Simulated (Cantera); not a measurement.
Feed: 1 mol C6H6, 0.3 mol NH3, held at 1 atm.

Method: chemical equilibrium by Gibbs-energy minimisation in Cantera with the NASA 1993 tables (ideal gas, pure condensed phases). Candidate condensed phases: C, C6H6, C7H8, C8H18; 92 gas species. Kinetics and transport are ignored.

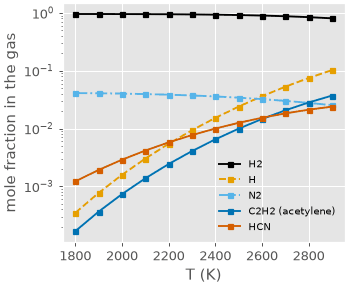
Fig. 1. Equilibrium gas composition (values under 1e-9 drawn at 1e-9)

Problem. Read off the mole fractions at 2700 K.

Solution. H2 about 0.87, H about 0.053, N2 about 0.030, C2H2 (acetylene) about 0.021, HCN about 0.018.
